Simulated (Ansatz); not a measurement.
# C3H5: the cost of one run

Computed with Ansatz 0.2.0 through its Python package. The levels of theory stand in the script.

## Step 1: The structure

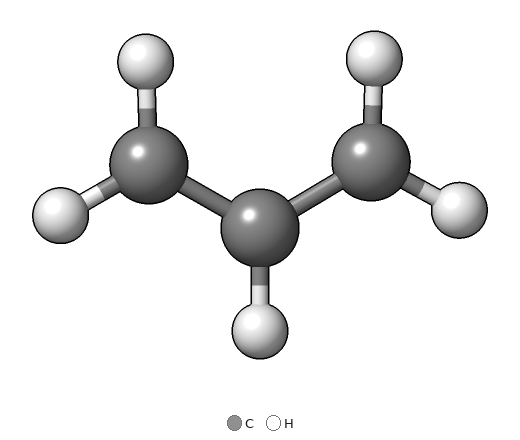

The starting structure, viewed from a chosen angle; carbon grey, hydrogen white.

The script reads c3h5.xyz:

```xyz
8

C    -0.43168    0.92920   -0.64004
C     0.28837    0.27073    0.33313
C     0.24632   -1.10319    0.42606
H    -1.04587    0.39010   -1.35450
H    -0.40864    2.01045   -0.72629
H     0.89289    0.83945    1.03256
H    -0.34801   -1.70061   -0.25788
H     0.80663   -1.63612    1.18696
```

## Step 2: The script

Input file c3h5.py:

```python
"""How the energy of C3H5(+) converges with the basis."""

import ansatz as az

XC = "pbe0"
CHARGE = 1

geometry = az.Crystal.molecule_from_extxyz("c3h5.xyz")

base = geometry.calculation().functional(XC).charge(CHARGE)

energies = {}
for basis in ["cc-pVDZ", "cc-pVTZ"]:
    data = base.basis(gaussian=basis).run(threads=1).report
    size = data["n_frozen"] + data["n_occupied"][0] + data["n_virtual"][0]
    energies[basis] = (data["reference_energy_ev"] / 27.211386246, data["free_energy_ev"] / 27.211386246)
    print(f"{basis:14s} {size:4d} orbitals  reference {energies[basis][0]:14.6f} Ha  total {energies[basis][1]:14.6f} Ha")

last = energies["cc-pVTZ"][1]
for basis, (_, total) in energies.items():
    print(f"{basis:14s} lies {27.211386 * (total - last):9.4f} eV above cc-pVTZ")
```

## Step 3: What the engine is handed

The engine receives this input (first run):

```yaml
crystal:
  periodic: [false, false, false]
  atoms:
    - { symbol: C, position_ang: [-0.43168, 0.9292, -0.64004] }
    - { symbol: C, position_ang: [0.28837, 0.27073, 0.33313] }
    - { symbol: C, position_ang: [0.24632, -1.10319, 0.42606] }
    - { symbol: H, position_ang: [-1.04587, 0.3901, -1.3545] }
    - { symbol: H, position_ang: [-0.40864, 2.01045, -0.72629] }
    - { symbol: H, position_ang: [0.89289, 0.83945, 1.03256] }
    - { symbol: H, position_ang: [-0.34801, -1.70061, -0.25788] }
    - { symbol: H, position_ang: [0.80663, -1.63612, 1.18696] }
basis:
  gaussian:
    orbitals: cc-pVDZ
hamiltonian:
  xc: pbe0
total_charge: 1.0
```

## Step 4: The run

Started as:

```sh
$ python c3h5.py
```

Q: Estimate wall time and peak memory on 1 thread of Arm Neoverse V2, shared host.

About 3.5 s, with a peak of 0.29 GiB.
